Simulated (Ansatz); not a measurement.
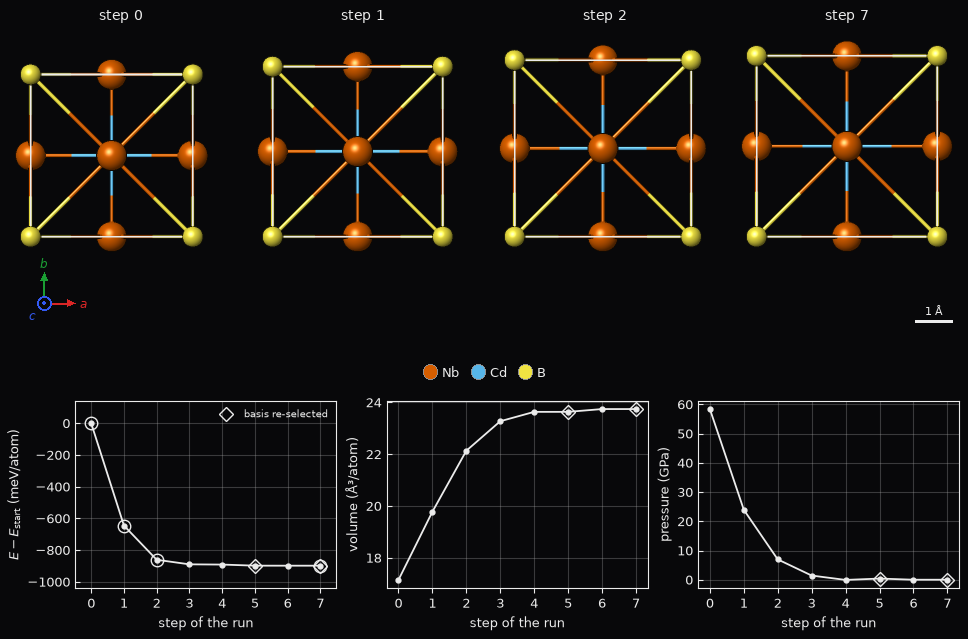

Frames of a relaxation of a crystal of Nb₃CdB (a generated structure, set up in Pm-3m) (coarse preliminary run), marked on the history of the run. A ball-and-stick model of the cell of the calculation, seen along the c axis.

Theory: DFT PBE, scalar-relativistic, plane waves, PAW (Ansatz 0.2.0). Set-up: plane-wave cutoff 420 eV; k-point mesh 4 × 4 × 4; occupations gaussian; smearing width 0.1 eV; no spin polarisation; cell and atoms relaxed; force threshold 0.04 eV/Å; at most 70 steps.

What happens along the run?

No atom moves by more than 0.005 Å relative to the cell. The volume changes by +38.5 %, with a = b = c 4.410 → 4.915 Å (+11.5 %). Among the contacts that change: B–Nb 3.118 → 3.475 Å, Nb–Nb 3.118 → 3.475 Å, Cd–Nb 2.205 → 2.457 Å. The space group stays Pm-3m (No. 221). The energy falls by 898 meV per atom in 5 accepted moves (7 points after the start). All forces vanish by symmetry, so only the cell relaxes. The pressure goes from 58.42 to 0.03 GPa. At 2 points the geometry stayed and the basis and grid were re-selected for the new cell (energy shift of 6.9 meV per atom at most each time). The run took 20 s on 1 thread of Arm Neoverse V1 (shared host), peak memory 0.39 GiB. From step 0 to 1: volume +15.3 %, energy −645 meV per atom. From step 1 to 2: volume +11.9 %, energy −215 meV per atom. From step 2 to 7: volume +7.3 %, energy −37.3 meV per atom.
